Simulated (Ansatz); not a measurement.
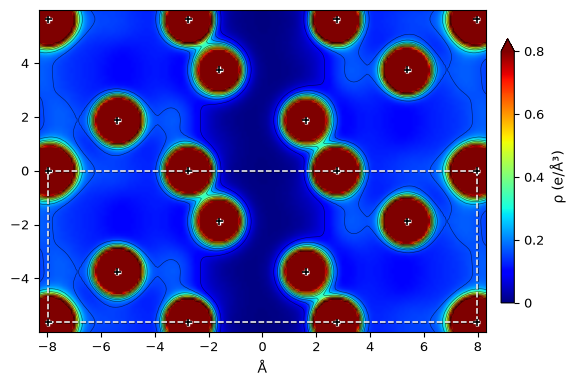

The valence electron density on a plane through atoms (crosses mark nuclei in the plane).

All numbers below come from DFT r2SCAN, scalar-relativistic, plane waves, PAW (Ansatz 0.2.0).

Candidates:
A. ZrSc4F2, a = 3.26 Å, b = 3.26 Å, c = 15.93 Å, α = 90.00°, β = 90.00°, γ = 120.00°. Space group P-3m1; a generated structure, not necessarily the stable one.
B. GaBiSe3, a = 6.43 Å, b = 4.09 Å, c = 6.44 Å, α = 90.01°, β = 101.13°, γ = 90.01°. Space group Pm; a structure from a database of computed crystals, not necessarily the ambient phase; a generated structure, not necessarily the stable one.

Which candidate gave the map?

Answer. Candidate A: ZrSc4F2 on the (110) plane of the conventional cell, which holds Zr, Sc and F. Sc–F (2.20 Å): ρ is about 0.33 e/Å³ halfway. Zr–Sc (3.19 Å): the density is about 0.14 e/Å³ at the midpoint.
